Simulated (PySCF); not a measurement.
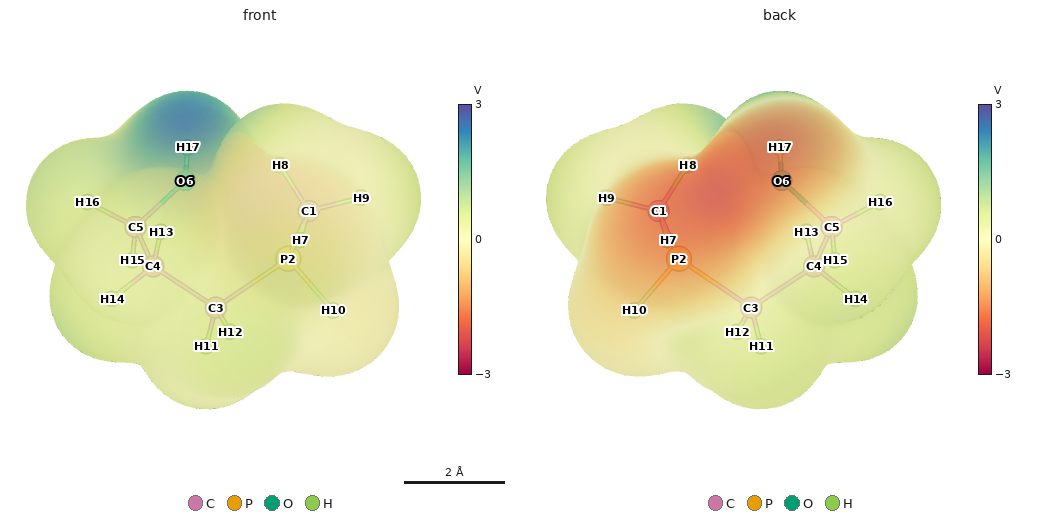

*C$_{4}$H$_{11}$OP. The electrostatic potential painted on the density surface at 0.002 e/bohr³, seen from the front and from behind; the colour scale runs from red (negative) to blue (positive).*

Geometry: GFN2-xTB.

Level of theory: PBE0/pcSseg-1, SCF density, gas phase, non-relativistic (PySCF).

```yaml
atoms:
  - { symbol: C, position_ang: [2.0111, 0.2139, 0.8386] }
  - { symbol: P, position_ang: [1.1288, 0.9395, -0.6256] }
  - { symbol: C, position_ang: [0.0927, -0.5446, -1.1083] }
  - { symbol: C, position_ang: [-1.0544, -0.8375, -0.1485] }
  - { symbol: C, position_ang: [-1.9064, 0.4073, 0.0874] }
  - { symbol: O, position_ang: [-1.1666, 1.4327, 0.7008] }
  - { symbol: H, position_ang: [2.2176, -0.8459, 0.6959] }
  - { symbol: H, position_ang: [1.4227, 0.3533, 1.7440] }
  - { symbol: H, position_ang: [2.9494, 0.7512, 0.9617] }
  - { symbol: H, position_ang: [2.1498, 0.5775, -1.5289] }
  - { symbol: H, position_ang: [-0.3100, -0.3249, -2.1009] }
  - { symbol: H, position_ang: [0.7406, -1.4221, -1.1905] }
  - { symbol: H, position_ang: [-0.6545, -1.1804, 0.8109] }
  - { symbol: H, position_ang: [-1.6846, -1.6330, -0.5531] }
  - { symbol: H, position_ang: [-2.2376, 0.8193, -0.8684] }
  - { symbol: H, position_ang: [-2.7917, 0.1540, 0.6881] }
  - { symbol: H, position_ang: [-0.9139, 1.1518, 1.5867] }
```

Q: Describe the electrostatic potential map.

A: The most negative region (about −2.1 V, or −48 kcal/mol for a unit charge) lies over P2 and O6, the most positive (about +2.3 V, or +53 kcal/mol for a unit charge) over H17.
